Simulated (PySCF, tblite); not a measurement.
# C₄H₆N₂O₂SSi: infrared bands, NMR shifts and electronic excitations in gas and solvents, part 2 of 2

tblite 0.8.0 and PySCF 2.14.0. Atoms count from 0. Earlier steps stand in the parts before.

## Step 6: TDDFT and polarisability: CAM-B3LYP/def2-SVPD

Job settings and geometry (Å):

```
{"job": {"kind": "uv", "xc": "CAM-B3LYP", "basis": "def2-SVPD", "ip": true, "dynamic": true}, "charge": 0, "multiplicity": 1}
C      2.851434    -0.794060     0.752439
O      2.012422     0.038318    -0.032792
C      0.712989    -0.133481     0.131800
O      0.218814    -0.936698     0.891471
C     -0.119136     0.754445    -0.705826
N      0.392680     1.676279    -1.569368
N     -0.467856     2.344447    -2.203037
S     -2.063825     1.860660    -1.758171
C     -1.504392     0.702050    -0.662460
Si    -2.582717    -0.431598     0.398058
H      2.668384    -1.854413     0.525442
H      2.667797    -0.630298     1.824288
H      3.879922    -0.519122     0.494243
H     -3.992282    -0.075039     0.049369
H     -2.338281    -1.852382     0.036819
H     -2.354376    -0.153363     1.839896
```

Method: TDDFT CAM-B3LYP/def2-SVPD, vertical, gas phase, core orbitals frozen in the response.

Standard output:

```text
coarse grid: 15608 points
cycle   1  E = -1102.6431149491  dE =  1.921e+00  |g| = 9.341e-01  |ddm| = 6.618e+00
cycle   2  E = -1102.4659115629  dE =  1.772e-01  |g| = 1.394e+00  |ddm| = 3.018e+00
cycle   3  E = -1102.8167237645  dE = -3.508e-01  |g| = 1.852e-01  |ddm| = 1.829e+00
cycle   4  E = -1102.8218380163  dE = -5.114e-03  |g| = 9.489e-02  |ddm| = 4.050e-01
cycle   5  E = -1102.8234953798  dE = -1.657e-03  |g| = 1.745e-02  |ddm| = 1.264e-01
cycle   6  E = -1102.8235563273  dE = -6.095e-05  |g| = 7.862e-03  |ddm| = 5.331e-02
cycle   7  E = -1102.8235712563  dE = -1.493e-05  |g| = 2.585e-03  |ddm| = 2.004e-02
cycle   8  E = -1102.8235735820  dE = -2.326e-06  |g| = 8.097e-04  |ddm| = 9.788e-03
final grid: 145136 points
cycle   9  E = -1102.9761429150  dE = -2.760e-05  |g| = 3.352e-03  |ddm| = 8.733e-02
cycle  10  E = -1102.9761417995  dE =  1.115e-06  |g| = 4.093e-03  |ddm| = 1.450e-02
cycle  11  E = -1102.9761454860  dE = -3.687e-06  |g| = 6.336e-04  |ddm| = 7.472e-03
cycle  12  E = -1102.9761455723  dE = -8.631e-08  |g| = 2.516e-04  |ddm| = 1.634e-03
cycle  13  E = -1102.9761455872  dE = -1.489e-08  |g| = 1.080e-04  |ddm| = 6.160e-04
cycle  14  E = -1102.9761455903  dE = -3.046e-09  |g| = 2.423e-05  |ddm| = 1.836e-04
cycle  15  E = -1102.9761455907  dE = -3.809e-10  |g| = 1.576e-05  |ddm| = 1.083e-04
converged SCF energy = -1102.9761455907

Static polarisability (au): isotropic 112.313, principal 75.262 121.521 140.155

Singlet excitations
state   eV       nm        f      main configurations
  1   4.0885    303.3   0.00083   H->L 0.82, H->L+1 0.16
  2   5.1752    239.6   0.07032   H-1->L 0.79, H->L+2 0.11
  3   5.2569    235.9   0.00165   H->L+1 0.61, H-2->L 0.14, H->L 0.12
  4   5.3795    230.5   0.00182   H-2->L 0.49, H-2->L+1 0.20, H->L+1 0.19
  5   5.9077    209.9   0.05962   H-3->L 0.47, H-1->L+1 0.32, H-1->L 0.10
  6   6.2915    197.1   0.00014   H-6->L 0.31, H-5->L 0.20, H-2->L+1 0.19
  7   6.3213    196.1   0.00067   H-1->L+2 0.70
  8   6.4585    192.0   0.10084   H->L+2 0.44, H-1->L+1 0.31, H-3->L+1 0.09
  9   6.6044    187.7   0.31201   H-3->L 0.45, H-1->L+1 0.29, H->L+2 0.14
 10   6.8382    181.3   0.00037   H-5->L 0.38, H-2->L+1 0.25, H-2->L 0.21

Triplet excitations (Tamm-Dancoff, eV): 3.3736 3.7075 4.5519 4.8801
Vertical ionisation energy (delta-SCF) = 9.8667 eV
Vertical electron affinity (delta-SCF) = 0.6243 eV
```

Run time: 11 min. Hardware: 1 thread of Arm Neoverse V1, shared host; peak memory 1.4 GiB.

Frontier orbitals and where they lie:

```
orbital      eV                      atoms
 HOMO−3  -10.46  S7 33 %, C8 20 %, N5 16 %
 HOMO−2  -10.19    O3 57 %, O1 9 %, C2 7 %
 HOMO−1   -9.54  C4 26 %, S7 20 %, N6 18 %
   HOMO   -9.22  N5 39 %, N6 31 %, S7 17 %
   LUMO   -1.20  C8 27 %, S7 23 %, N6 13 %
 LUMO+1   -0.07  N5 27 %, N6 22 %, C2 15 %
 LUMO+2    0.49  S7 56 %, N6 13 %, Si9 8 %
```

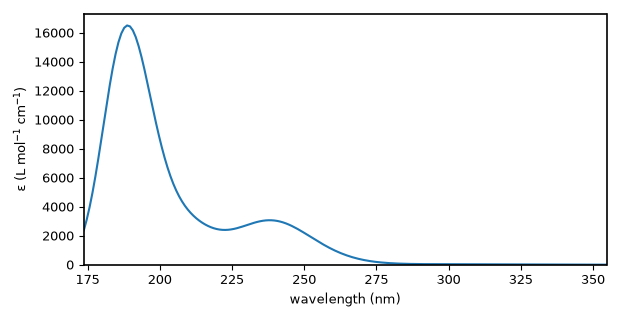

Absorption spectrum: each of the 10 states is a Gaussian band of 0.4 eV half-width at 1/e. Beyond the last state computed it falls off for lack of states.

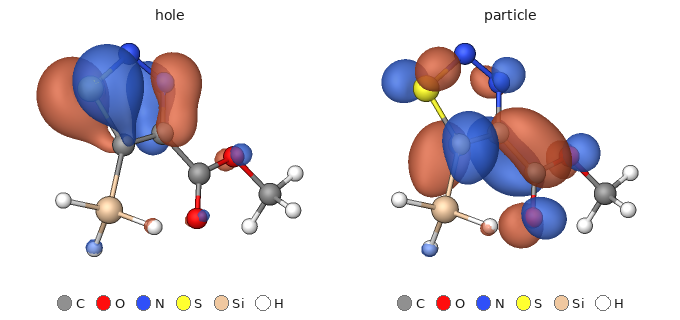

Leading natural transition orbitals of singlet state 9: the electron leaves the hole (left) for the particle orbital (right).

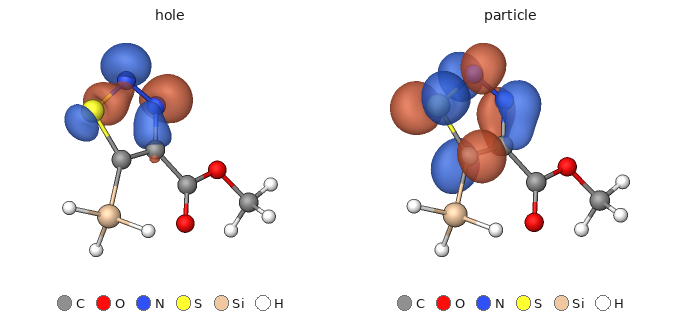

Leading natural transition orbitals of singlet state 1: the electron leaves the hole (left) for the particle orbital (right).

Further results of this job:

```
           property  computed
  dipole moment (D)      1.94
polarisability (Å³)     16.64
 HOMO–LUMO gap (eV)      8.02
      −ε(HOMO) (eV)      9.22
C6 with itself (au)      4814
```

## Step 7: Nuclear shieldings: PBE0/pcSseg-1 in chloroform

The job, as its differences from that of step 6:

```diff
@@ -1,2 +1,2 @@
-{"job": {"kind": "uv", "xc": "CAM-B3LYP", "basis": "def2-SVPD", "ip": true, "dynamic": true}, "charge": 0, "multiplicity": 1}
+{"job": {"kind": "nmr", "xc": "PBE0", "basis": "pcSseg-1", "solvent": "chloroform", "pop": true}, "charge": 0, "multiplicity": 1}
 C      2.851434    -0.794060     0.752439
```

Method: GIAO PBE0/pcSseg-1 NMR shielding, non-relativistic, IEF-PCM chloroform.

Standard output:

```text
coarse grid: 15608 points
cycle   1  E = -1102.6351714037  dE =  1.805e+00  |g| = 8.696e-01  |ddm| = 4.112e+00
cycle   2  E = -1102.3506446388  dE =  2.845e-01  |g| = 1.506e+00  |ddm| = 1.884e+00
cycle   3  E = -1102.7639981883  dE = -4.134e-01  |g| = 2.373e-01  |ddm| = 1.376e+00
cycle   4  E = -1102.7730221992  dE = -9.024e-03  |g| = 9.528e-02  |ddm| = 2.235e-01
cycle   5  E = -1102.7745690544  dE = -1.547e-03  |g| = 1.712e-02  |ddm| = 6.304e-02
cycle   6  E = -1102.7746077242  dE = -3.867e-05  |g| = 9.442e-03  |ddm| = 1.908e-02
cycle   7  E = -1102.7746258578  dE = -1.813e-05  |g| = 1.877e-03  |ddm| = 9.212e-03
cycle   8  E = -1102.7746265640  dE = -7.061e-07  |g| = 7.439e-04  |ddm| = 2.576e-03
final grid: 145136 points
cycle   9  E = -1102.8530105651  dE = -9.386e-06  |g| = 1.446e-02  |ddm| = 3.107e-02
cycle  10  E = -1102.8529388781  dE =  7.169e-05  |g| = 2.334e-02  |ddm| = 3.036e-02
cycle  11  E = -1102.8530511822  dE = -1.123e-04  |g| = 2.596e-03  |ddm| = 2.083e-02
cycle  12  E = -1102.8530525882  dE = -1.406e-06  |g| = 4.321e-04  |ddm| = 2.260e-03
cycle  13  E = -1102.8530526213  dE = -3.311e-08  |g| = 1.419e-04  |ddm| = 3.947e-04
cycle  14  E = -1102.8530526256  dE = -4.250e-09  |g| = 3.676e-05  |ddm| = 1.243e-04
cycle  15  E = -1102.8530526258  dE = -1.994e-10  |g| = 1.880e-05  |ddm| = 4.789e-05
converged SCF energy = -1102.8530526258

GIAO shielding tensors (ppm)
atom      isotropic    diamagn.    paramagn.     s11        s22        s33       span
  0 C      130.783     243.065    -112.282    101.179    114.561    176.610     75.431
  1 O      143.300     399.232    -255.932    -42.111    225.744    246.268    288.379
  2 C       15.918     251.725    -235.806    -73.503     49.964     71.294    144.797
  3 O      -72.852     406.695    -479.547   -320.221   -196.548    298.213    618.434
  4 C       25.276     252.491    -227.215    -25.213     42.842     58.199     83.412
  5 N     -209.157     325.338    -534.495   -592.056   -203.315    167.901    759.957
  6 N     -222.797     322.558    -545.355   -546.047   -204.020     81.675    627.722
  7 S     -147.729    1056.439   -1204.169   -595.283     63.184     88.911    684.194
  8 C       18.547     262.514    -243.967    -79.409    -26.803    161.854    241.264
  9 Si     432.824     878.939    -446.115    414.889    433.309    450.274     35.385
 10 H       27.036      28.010      -0.974     23.346     24.936     32.826      9.480
 11 H       27.030      28.004      -0.974     23.349     24.932     32.810      9.461
 12 H       27.027      26.464       0.563     22.843     25.693     32.543      9.700
 13 H       26.557      27.219      -0.662     21.748     26.243     31.680      9.933
 14 H       26.416      28.291      -1.875     22.589     25.503     31.157      8.568
 15 H       26.416      28.280      -1.863     22.596     25.480     31.173      8.577
```

Wall time 44 s (1 thread of Arm Neoverse V1, shared host); peak memory 1.2 GiB.

Key values: δ C2 169.2, C8 166.6, C4 159.9, C0 54.4, H13 4.78, H10 4.22 ppm (means over like atoms).

## Step 8: Excited states and response: CAM-B3LYP/def2-SVPD in chloroform

The job, as its differences from that of step 7:

```diff
@@ -1,2 +1,2 @@
-{"job": {"kind": "nmr", "xc": "PBE0", "basis": "pcSseg-1", "solvent": "chloroform", "pop": true}, "charge": 0, "multiplicity": 1}
+{"job": {"kind": "uv", "xc": "CAM-B3LYP", "basis": "def2-SVPD", "solvent": "chloroform", "nstates": 6, "ntriplets": 0}, "charge": 0, "multiplicity": 1}
 C      2.851434    -0.794060     0.752439
```

With the program's defaults for keys left out, this is: TDDFT CAM-B3LYP/def2-SVPD, vertical, IEF-PCM chloroform (non-equilibrium linear response), core orbitals frozen in the response.

Standard output:

```text
coarse grid: 15608 points
cycle   1  E = -1102.6578496428  dE =  1.907e+00  |g| = 9.173e-01  |ddm| = 6.621e+00
cycle   2  E = -1102.5137501251  dE =  1.441e-01  |g| = 1.320e+00  |ddm| = 2.950e+00
cycle   3  E = -1102.8264159903  dE = -3.127e-01  |g| = 1.545e-01  |ddm| = 1.710e+00
cycle   4  E = -1102.8298750487  dE = -3.459e-03  |g| = 8.367e-02  |ddm| = 3.476e-01
cycle   5  E = -1102.8311513199  dE = -1.276e-03  |g| = 1.463e-02  |ddm| = 1.065e-01
cycle   6  E = -1102.8312016236  dE = -5.030e-05  |g| = 4.518e-03  |ddm| = 4.048e-02
cycle   7  E = -1102.8312072831  dE = -5.659e-06  |g| = 2.067e-03  |ddm| = 1.318e-02
final grid: 145136 points
cycle   8  E = -1102.9837594444  dE = -2.780e-05  |g| = 3.641e-03  |ddm| = 8.818e-02
cycle   9  E = -1102.9837584548  dE =  9.897e-07  |g| = 4.498e-03  |ddm| = 1.346e-02
cycle  10  E = -1102.9837624372  dE = -3.982e-06  |g| = 5.508e-04  |ddm| = 5.873e-03
cycle  11  E = -1102.9837625045  dE = -6.726e-08  |g| = 2.359e-04  |ddm| = 1.172e-03
cycle  12  E = -1102.9837625225  dE = -1.802e-08  |g| = 1.025e-04  |ddm| = 6.375e-04
cycle  13  E = -1102.9837625260  dE = -3.481e-09  |g| = 2.526e-05  |ddm| = 2.364e-04
cycle  14  E = -1102.9837625267  dE = -7.069e-10  |g| = 1.516e-05  |ddm| = 1.357e-04
converged SCF energy = -1102.9837625267

Static polarisability (au): isotropic 140.120, principal 93.498 154.178 172.685

Singlet excitations
state   eV       nm        f      main configurations
  1   4.2065    294.7   0.00120   H->L 0.81, H->L+1 0.18
  2   5.1631    240.1   0.10538   H-1->L 0.84
  3   5.3563    231.5   0.00079   H->L+1 0.36, H-2->L 0.30, H-2->L+1 0.19
  4   5.4631    226.9   0.00360   H->L+1 0.42, H-2->L 0.28, H-2->L+1 0.13
  5   5.8855    210.7   0.06617   H-3->L 0.46, H-1->L+1 0.39
  6   6.3334    195.8   0.00025   H-6->L 0.40, H-2->L+1 0.20, H-2->L 0.11
```

Run time: 83 s. Hardware: 1 thread of Arm Neoverse V1, shared host; peak memory 1.5 GiB.

Key values: HOMO -9.36 eV, LUMO -1.17 eV; lowest singlet 4.21 eV.

## Step 9: Comparing the runs: NMR shifts

Shifts (ppm) of some atoms, chosen among heavy atoms and hydrogens apart, means over like atoms, with basis size and wall time:

```
                        run   H13   H10     O3     O1     N6     N5   S7  functions  time
              PBE0/pcSseg-1  4.80  4.10  418.0  189.1  496.4  482.7  634        214  58 s
PBE0/pcSseg-1 in chloroform  4.78  4.22  413.8  197.7  490.6  477.0  643        214  44 s
```

## Step 10: Comparing the runs: electronic excitations

Excitations and ground-state properties, with basis size and wall time:

```
                              run  lowest singlet (eV)  brightest (eV)      f  gap (eV)  α (Å³)  μ (D)  functions    time
              CAM-B3LYP/def2-SVPD                 4.09            6.60  0.312      8.02   16.64   1.94        265  11 min
CAM-B3LYP/def2-SVPD in chloroform                 4.21            5.16  0.105      8.19   20.76   2.39        265    83 s
```

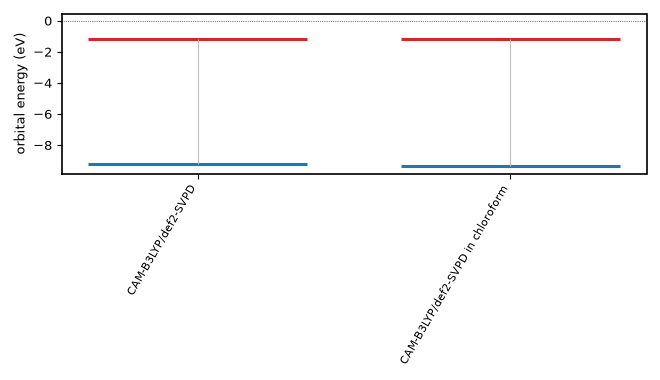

HOMO (blue) and LUMO (red) run by run.

## Step 11: What came out

The summary covers parts 1 to 2.

| quantity | value |
| --- | --- |
| strongest single infrared mode (GFN2-xTB) | 1229 cm⁻¹, 319 km/mol |
| zero-point energy (GFN2-xTB) | 61.3 kcal/mol |
| point group | Cs |
| rotational constants (main isotopes) | 1.52, 0.78, 0.52 GHz |
| ¹³C shifts against TMS (PBE0/pcSseg-1) | 168.0, 163.8, 158.6, 53.2 ppm |
| ¹H shifts against TMS (PBE0/pcSseg-1, means over atoms taken as alike) | 4.80, 4.10 ppm |
| ¹⁷O shifts against H2O (PBE0/pcSseg-1) | 418.0, 189.1 ppm |
| ¹⁵N shifts against NH3 (PBE0/pcSseg-1) | 496.4, 482.7 ppm |
| ³³S shifts against CS2 (PBE0/pcSseg-1) | 634 ppm |
| ²⁹Si shifts against TMS (PBE0/pcSseg-1) | -81.6 ppm |
| potential on the surface of density 0.002 e/bohr³, 1st and 99th percentile | -1.48 V and 1.14 V |
| lowest singlet (CAM-B3LYP/def2-SVPD) | 4.09 eV (303 nm), f = 0.001 |
| brightest single state of those computed | state 9, 6.60 eV, f = 0.312 |
| lowest triplet | 3.37 eV |
| vertical ionisation energy (ΔSCF) | 9.87 eV |
| vertical electron affinity (ΔSCF) | 0.62 eV |
| range of the shift of S7 | 634 to 643 ppm |
| range of the lowest singlet | 4.09 to 4.21 eV |

In words: The optimisation took 52 steps and gained 0.432 eV; among the close pairs (by a distance rule), N5–N6 changed most, from 1.318 to 1.248 Å (GFN2-xTB). No mode is imaginary among the 42: a minimum at this level. The strongest single mode, at 1229 cm⁻¹, moves mainly C2 and O1. Unscaled tight-binding wavenumbers are off by several per cent, some by more. Its intensities can rank the bands wrongly. The start of the PBE0/def2-SVP relaxation was shaken at random by about 0.01 Å, so part of the energy gained, and of the first lengths quoted, undoes that. Relaxing lowered the energy by 0.272 eV in 8 steps; the close pair that moved most is N6–S7, from 1.671 to 1.726 Å (PBE0/def2-SVP). The most deshielded carbon is C2 (ester carbonyl carbon), at 168.0 ppm: it is a carbonyl in resonance with an O or N lone pair, the region of acids, esters and amides. The first singlet state (HOMO→LUMO 0.82, HOMO→LUMO+1 0.16) lies at 4.09 eV and is dark; of the 10 states computed, the strongest absorption comes from state 9 at 6.60 eV. The lowest triplet lies 0.71 eV below the lowest singlet (triplets in Tamm-Dancoff, singlets in full TDDFT). Across the 2 runs the shift of S7 moves most, between 634 (PBE0/pcSseg-1) and 643 ppm (PBE0/pcSseg-1 in chloroform). The lowest singlet runs from 4.09 eV (CAM-B3LYP/def2-SVPD) to 4.21 eV (CAM-B3LYP/def2-SVPD in chloroform), while the orbital gap spans 8.02 to 8.19 eV. The lowest state need not be the same one in every run. The runs solved for a few states only, so the brightest column depends on that window. These values are for one conformer; the search (at its own cheap level) found 2 more, at 0.17, 2.64 kcal/mol, and measured spectra average over such forms.
